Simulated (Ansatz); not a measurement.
**Cl$_{3}$HOTi: density, localisation and related maps**

The calculation's input:

```
crystal:
  periodic: [false, false, false]
  atoms:
    - symbol: Cl
      position_ang: [1.802928, -1.500007, 0.565075]
    - symbol: Cl
      position_ang: [-1.125125, -1.325655, -1.474961]
    - symbol: Cl
      position_ang: [1.114014, 1.404881, -1.397693]
    - symbol: O
      position_ang: [-0.642153, 0.490299, 1.090719]
    - symbol: Ti
      position_ang: [0.245243, -0.200496, -0.218543]
    - symbol: H
      position_ang: [-1.353007, 1.066779, 1.389302]
basis:
  gaussian:
    orbitals: def2-TZVPD
hamiltonian:
  xc: {name: PBE0}
output:
  forces: true
  orbitals: {seedname: orbitals}
```

Command:

```sh
ansatz run input.yaml --threads 2 --pin off --max-ram 5220MiB --events-out events.jsonl --progress --plain --runs-dir runs
```

Geometry: PBE0-D4/def2-SVP.

All numbers below come from isolated molecule in a Gaussian basis; Kohn-Sham density functional theory, functional PBE0 in Ansatz 0.2.0.

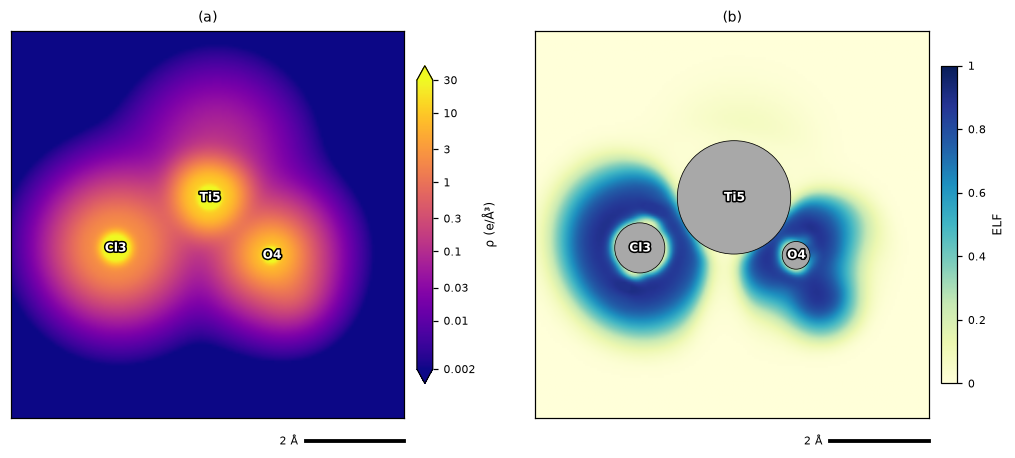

Figure 1. (a) total electron density; (b) ELF on the plane of atoms Cl3, Ti5 and O4. Grey discs cover the atomic cores in the ELF map.

Describe what can be read from this map.

The section cuts through Cl, O and Ti sites.
Ti–O (1.73 Å): ρ is about 1.2 e/Å³ halfway; the ELF peaks at about 0.80 in the valence shell of O, 0.5 Å from its nucleus, and drops to about 0.20 between the two atoms.
Ti–Cl (2.17 Å): ρ at the midpoint is about 0.74 e/Å³; the ELF peaks at about 0.85 in the valence shell of Cl, 0.8 Å from its nucleus, and is about 0.50 at the midpoint.

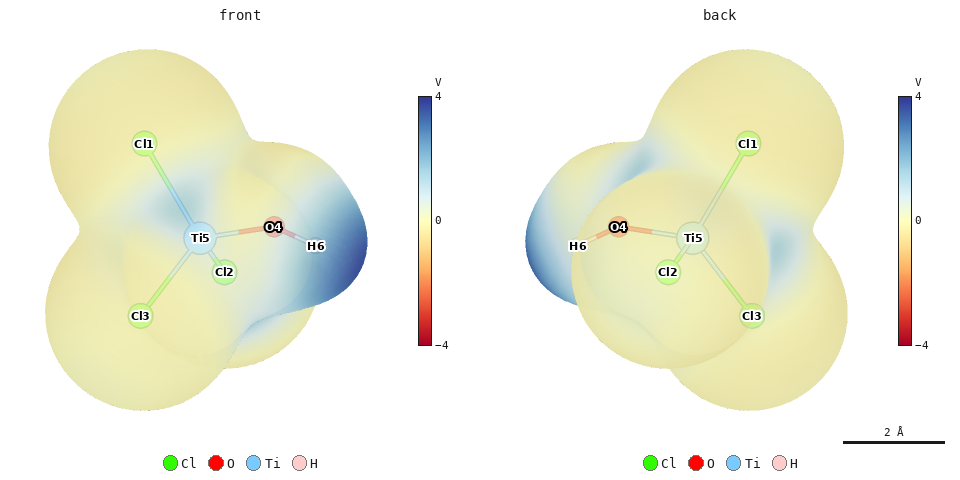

Figure 2. The molecular electrostatic potential painted on the density surface at 0.002 e/bohr³, seen from the front and from behind; the colour scale runs from red (negative) to blue (positive).

Which sites attract a positive test charge, and which a negative one?

A positive charge is drawn to the negative regions and a negative charge to the positive ones. The most negative region (about −0.3 V) lies over Cl1, Cl2, Cl3 and O4, the most positive (about +3.6 V) over H6.

How polar is the molecule by this calculation?

Its dipole moment is 2.65 D.

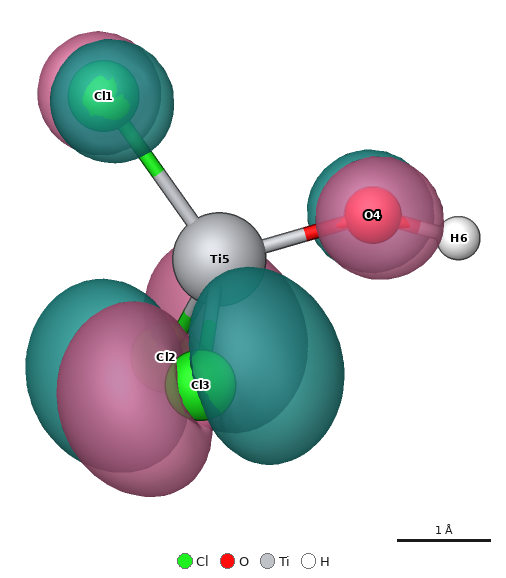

Figure 3. The HOMO−1 at ±0.1 Å⁻³ᐟ² (teal and pink are the two phases), seen across its widest extent.

Where does this orbital lie, and at what energy?

By Hirshfeld shares it lies mainly on Cl2 (about 40 %), Cl3 (about 40 %), O4 (about 10 %) and Cl1 (about 5 %); largely a combination of lone pairs on Cl2, Cl3, O4 and Cl1. Its energy is −9.45 eV.

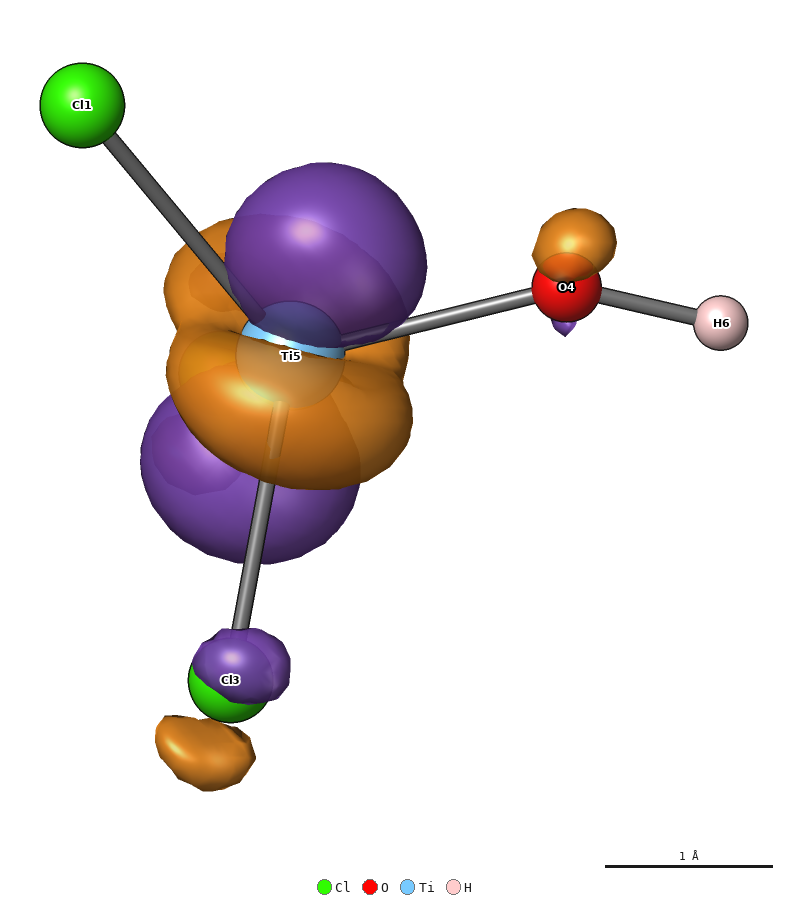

Figure 4. The LUMO at ±0.2 Å⁻³ᐟ² (orange and purple are the two phases), seen at a tilt.

What is the character of this orbital?

By Hirshfeld shares it lies mainly on Ti5 (about 70 %), Cl2 (about 10 %) and Cl3 (about 10 %). Its energy is −3.22 eV.
